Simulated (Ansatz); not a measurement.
# Single-point calculation of GeSiNH₆F

- system: GeSiNH₆F
- method: RHF-CCSD(T), frozen core/def2-TZVPP (Ansatz 0.2.0)

The geometry comes from this level: PBE0-D4/def2-TZVP.

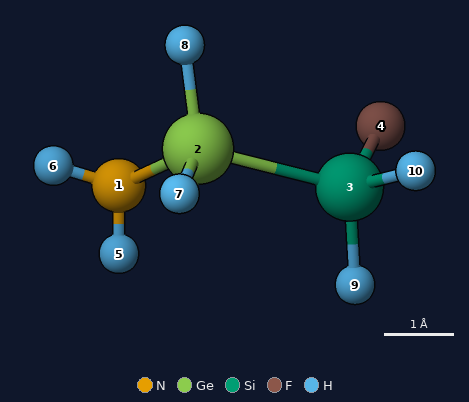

**Figure 1.** The structure as given in the input (ball-and-stick view, seen at a tilt; atoms are numbered from 1 in the order of the input). Sticks mark near contacts. Bond lengths as drawn: F–Si 1.60 Å, Ge–H 1.54 to 1.55 Å, Ge–N 1.85 Å, Ge–Si 2.38 Å, H–N 1.01 Å and H–Si 1.49 Å.

### Input file
```yaml
crystal:
  periodic: [false, false, false]
  atoms:
    - {symbol: N, position_ang: [-1.303493, 1.295938, -0.304148]}
    - {symbol: Ge, position_ang: [0.384244, 0.585742, -0.545914]}
    - {symbol: Si, position_ang: [0.479917, -1.500280, 0.605375]}
    - {symbol: F, position_ang: [-0.469358, -2.582215, -0.103074]}
    - {symbol: H, position_ang: [-1.529031, 1.493233, 0.661440]}
    - {symbol: H, position_ang: [-1.470632, 2.134500, -0.844005]}
    - {symbol: H, position_ang: [1.533615, 1.488060, -0.019887]}
    - {symbol: H, position_ang: [0.571993, 0.423060, -2.063783]}
    - {symbol: H, position_ang: [0.021330, -1.348312, 2.012166]}
    - {symbol: H, position_ang: [1.864515, -2.041025, 0.604732]}
basis:
  gaussian: {orbitals: def2-TZVPP}
correlation: {method: ccsd_t}
```

Command:
```bash
ansatz run in.yaml --threads 4 --pin off --events-out ev --progress --plain --max-ram 10444MiB
```

### Log
```
Functional definition: HF
  name "HF"
  cite "Fock, Z. Phys. 61, 126 (1930) doi:10.1007/BF01340294"
  parent pbe
  exchange = exact_x
  correlation = 0
1415 factors; integrals over basis functions are off by at most 1.1e-3 eV
mean field evaluation 1: about -68618.4846 eV, gradient 4.3e1 eV
mean field evaluation 2: about -68618.6553 eV, gradient 4.3e1 eV
mean field evaluation 4: about -68622.5641 eV, gradient 3.3e0 eV
mean field evaluation 8: about -68622.6196 eV, gradient 2.7e-1 eV
mean field evaluation 16: about -68618.4839 eV, gradient 4.3e1 eV
mean field -68622.61983842 eV, -2521.8347649795 hartree, gradient 2.3e-6 eV, S^2 0.000000; 0 other end points of the search recorded, 0 dependent functions left out
16 core orbitals not correlated: weight in the atoms' cores, before any rotation towards them, 1.000 or more for the frozen orbitals, at most 0.000 for the correlated occupied ones
reference -68622.61983842 eV, -2521.8347649795 hartree; 18, 18 occupied and 202, 202 virtual orbitals, 1415 factors
second order -23.14008317 eV of doubles, -0.00000000 eV of singles
cycle   1  -23.30537210 eV  change   -1.7e-1 eV  update   1.1e-1
cycle   2  -23.94454782 eV  change   -6.4e-1 eV  update   3.2e-2
cycle   3  -24.05896829 eV  change   -1.1e-1 eV  update   1.5e-2
cycle   4  -24.04499764 eV  change    1.4e-2 eV  update   3.5e-3
cycle   5  -24.04386187 eV  change    1.1e-3 eV  update   1.5e-3
cycle   6  -24.04435052 eV  change   -4.9e-4 eV  update   4.4e-4
cycle   7  -24.04407605 eV  change    2.7e-4 eV  update   1.7e-4
cycle   8  -24.04402908 eV  change    4.7e-5 eV  update   7.0e-5
cycle   9  -24.04405523 eV  change   -2.6e-5 eV  update   3.2e-5
```

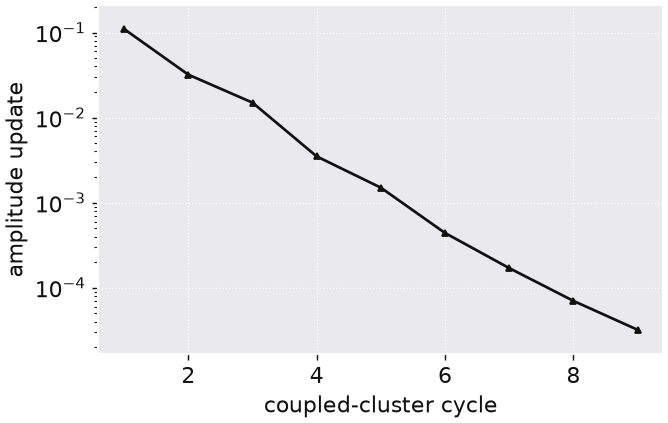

**Figure 2.** Convergence of the coupled-cluster equations: amplitude update against the coupled-cluster cycle. The residual falls at every step.

```
perturbative correction -0.80045187 eV, -0.0294160635 hartree
Total energy: -68647.46434552 eV, -2522.7477837751 hartree
```

### Results in brief

- outcome: converged
- total energy: −68647.4643 eV
- mean-field energy: −68622.6198 eV
- CCSD correlation: −24.0441 eV
- (T) correction: −0.8005 eV
- T1 diagnostic: 0.011
- SCF solution under orbital rotations: stable
- hardware: 4 threads of Arm Neoverse V1, 23 GiB of memory available, shared host
- wall time: 2.9 min (CPU time 11 min)
- peak memory: 4.3 GiB
